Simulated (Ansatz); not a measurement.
Molecule (SMILES): [BH] (BH) (closed-shell singlet).
Geometry (B3LYP-D3(BJ)/def2-TZVP, fixed):
```xyz
2

B      0.0000     0.0000    -0.2055
H      0.0000     0.0000     1.0276
```
Charge 0, spin multiplicity 1.

Basis-set convergence of the dipole moment at CCSD(T) with Ansatz (a first-principles code). Dipoles come from the density behind the forces; the sign is taken along the dipole that this method gives in the largest set. The reference of a correlated method is not its basis-set limit, which lies further on. Cartesian d functions, on some or all atoms, in 6-31G**; all else is spherical. Cores are frozen. A restricted Hartree-Fock determinant is unstable towards unrestricted orbitals. No added dispersion term, no relativity. Reference: the value in aug-pcseg-3, 1.389 D. Deviations are taken from unrounded values.

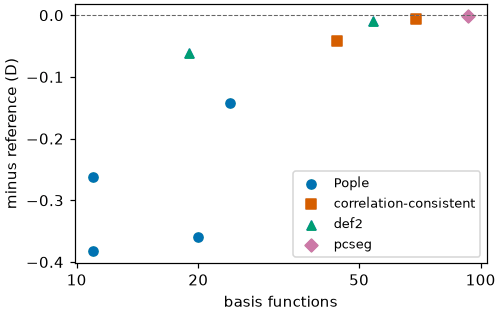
*Deviation from the reference against the number of basis functions, by family of sets.*

| basis | functions | dipole moment (D) | minus reference (D) |
|---|---|---|---|
| 3-21G | 11 | 1.127 | -0.261 |
| 6-31G | 11 | 1.006 | -0.383 |
| def2-SVP | 19 | 1.328 | -0.061 |
| 6-31G** | 20 | 1.029 | -0.359 |
| 6-311G** | 24 | 1.246 | -0.142 |
| cc-pVTZ | 44 | 1.347 | -0.042 |
| def2-TZVPPD | 54 | 1.380 | -0.009 |
| aug-cc-pVTZ | 69 | 1.383 | -0.005 |
| pcseg-3 | 93 | 1.388 | -0.001 |
